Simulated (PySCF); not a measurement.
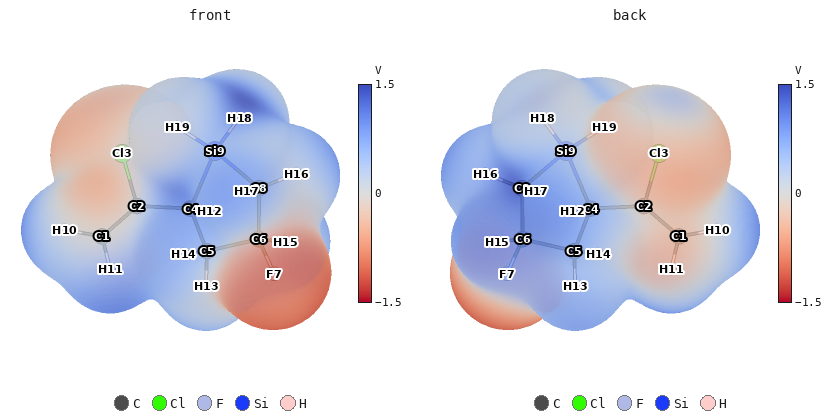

Figure. C6H10ClFSi. The electrostatic potential painted on the density surface at 0.002 e/bohr³, seen from the front and from behind; the colour scale runs from red (negative) to blue (positive).

Geometry: GFN2-xTB.

The calculation used PBE0/pcSseg-1, SCF density, gas phase, non-relativistic (PySCF).

```xyz
19

C     2.6703   -0.4135   -0.9188
C     1.9494    0.4184   -0.1897
Cl    2.5620    2.0164    0.1439
C     0.6035    0.2235    0.4010
C    -0.0728   -1.1046    0.0690
C    -1.5484   -0.9474    0.4249
F    -2.2549   -2.0653    0.0183
C    -2.0910    0.3055   -0.2525
Si   -0.6625    1.5634   -0.1622
H     3.6314   -0.1351   -1.3119
H     2.3258   -1.4078   -1.1362
H     0.7085    0.3006    1.4891
H     0.3694   -1.9433    0.6086
H    -0.0033   -1.3073   -1.0013
H    -1.6803   -0.8966    1.5131
H    -3.0189    0.6304    0.2121
H    -2.3255    0.0563   -1.2876
H    -0.8480    2.5942    0.8577
H    -0.3245    2.1213   -1.4698
```

Question: Which sites attract a positive test charge, and which a negative one?

Answer: A positive charge is drawn to the negative regions and a negative charge to the positive ones. The most negative region (about −1.1 V, or −25 kcal/mol for a unit charge) lies over F7, the most positive (about +1.3 V, or +30 kcal/mol for a unit charge) over Si9. Cl3 shows a σ-hole: about +0.4 V, or +9 kcal/mol for a unit charge at the tip opposite its bond, against about −0.2 V on its flanks.
